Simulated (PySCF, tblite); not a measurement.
Coordinates of CH₁₁BO₂Si₂, SMILES C[O+]([SiH3])[BH2-]O[SiH3] (Å):

```xyz
17

C     -2.0226    -1.4096    -0.1374
O     -0.9700    -0.4944    -0.0815
Si    -0.9182     1.1139     0.4452
B      0.4531    -0.8557    -0.5263
O      1.0271     0.4588    -0.2133
Si     2.5448     0.9986    -0.3625
H     -2.1577    -1.7537    -1.1663
H     -1.7963    -2.2731     0.4938
H     -2.9375    -0.9311     0.2113
H     -0.2451     1.2616     1.7263
H     -0.7896     2.0537    -0.6575
H     -2.3627     1.1680     0.7942
H      0.8807    -1.7272     0.1689
H      0.4570    -1.0981    -1.6953
H      3.4477     0.1784     0.4513
H      2.9545     0.9557    -1.7700
H      2.4278     2.3664     0.1424
```

GIAO shifts, PBE0/pcSseg-1 with PySCF 2.14.0, at a GFN2-xTB geometry (a minimum by its frequencies), against TMS for ²⁹Si computed at the same level. Gas phase, fully decoupled, line heights follow the number of nuclei, widths are arbitrary (no quadrupolar broadening); values of one conformer, averaged over methyl-type rotors and exact or near symmetry; other conformers aren't averaged in.

Question: How many ²⁹Si lines appear, and where?

Answer: 2 signals.


```tsv
δ (ppm)	nuclei	atoms
−48.8	1	Si6
−62.0	1	Si3
```

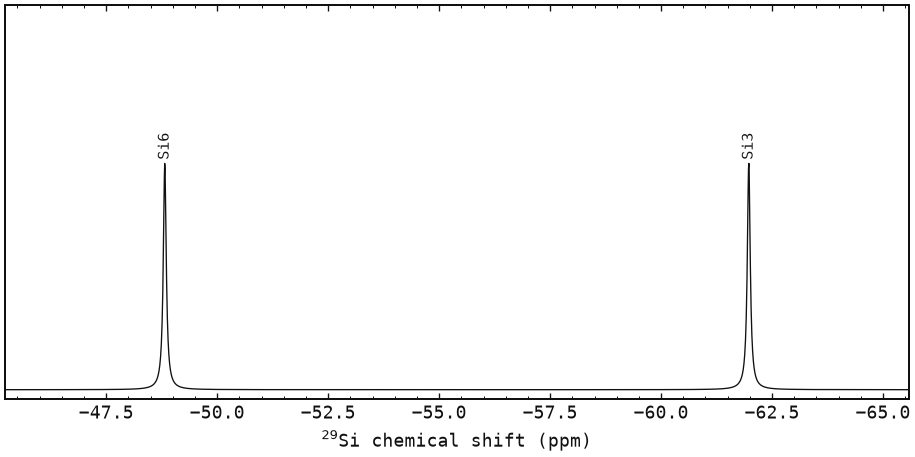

Note: the tight-binding geometry is rougher than a DFT one and adds to the error.
